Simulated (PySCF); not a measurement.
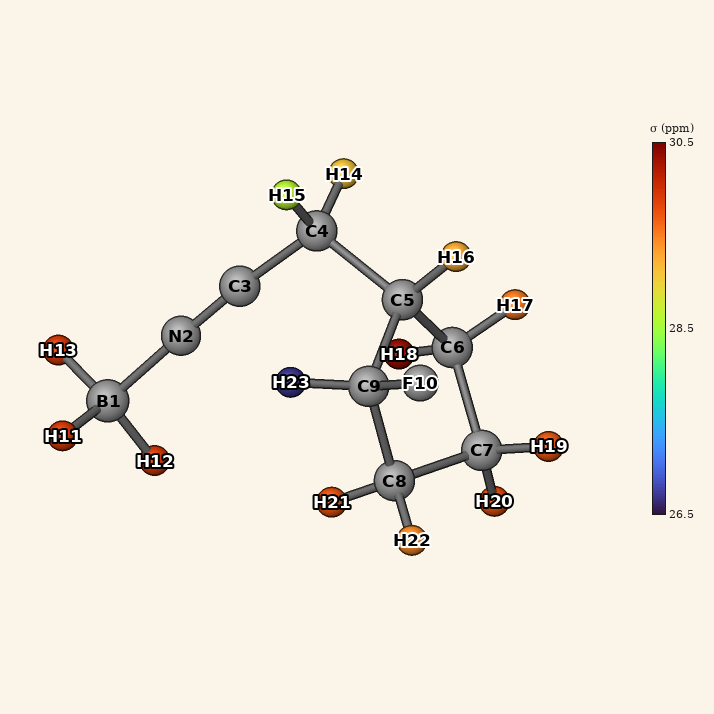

Atoms are coloured by their isotropic NMR shieldings (H only, the others grey). The computed structure is the end point of a GFN2-xTB optimisation. No frequency run is at hand to confirm it as a minimum. Properties computed with GIAO PBE0/pcSseg-1 NMR shielding, non-relativistic, gas phase (PySCF 2.14.0).

> Which H atom is the most shielded (lowest chemical shift)?

H18 (30.34 ppm).

> Which H atom is the least shielded (highest chemical shift)?

H23 (26.71 ppm).

> How wide is the range of H shifts?

3.63 ppm.

Give the isotropic NMR shieldings of the H atoms atom by atom.

```csv
atom,σ (ppm)
H11,29.90
H12,29.91
H13,29.89
H14,29.09
H15,28.63
H16,29.23
H17,29.51
H18,30.34
H19,29.70
H20,29.75
H21,29.72
H22,29.43
H23,26.71
```

The geometry is semi-empirical. Around B such bond lengths and angles can be off by a tenth of an ångström or more and by several degrees, and values that hang on the shape move with them.
